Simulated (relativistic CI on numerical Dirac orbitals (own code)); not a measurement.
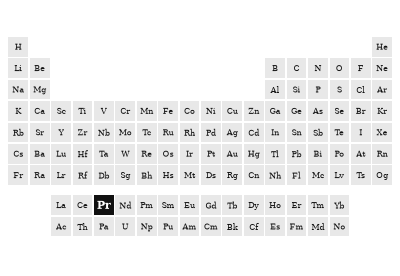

**Figure 1.** The place of praseodymium in the periodic table.

Run report: Pr³⁺, relativistic CI calculation

System: Pr³⁺.
Method: Dirac-Coulomb-Breit CI, KLI orbitals optimised for each configuration, model QED (radiative potential, 1s self-energy scaled to tabulated hydrogen-like ionisation energies), numerical settings as typed (relativistic CI on numerical Dirac orbitals, in-house).

What the run reported:

```
quantity                      value
 outcome              not converged
hardware  1 CPU thread, shared host
```

What went wrong:

This input holds a deliberate fault: speed of light. The run did not meet its convergence test, so its last values are not results. To bear in mind: SCF of 1s2 2s2 2p6 3s2 3p6 3d10 4s2 4p6 4d10 4f2 5s2 5p6 stopped: an orbital could not be found.

Input file:
```
atom Pr  Z=59  charge=3  electrons=56
nucleus A=141  rms_radius_fm=4.8919
hamiltonian dirac-coulomb  breit=on  qed=on  c_scale=0.2
orbitals kli  potential=per-configuration
slater_scale 1
correlation none
mixing on
grid step=0.0125 r_max=50.3
scf mixing=0.4 start=green max_iterations=79 tolerance=2e-08 node_fill=0.05
configurations
  [Xe] 4f2
  [Xe] 4f 5d
  [Xe] 5d2
end
```

Launched within a batch (the task file carries these settings):
```bash
python <driver script> task.json out
```

The program writes its results to a structured record and prints no log; tables and figures of this report are taken from that record.
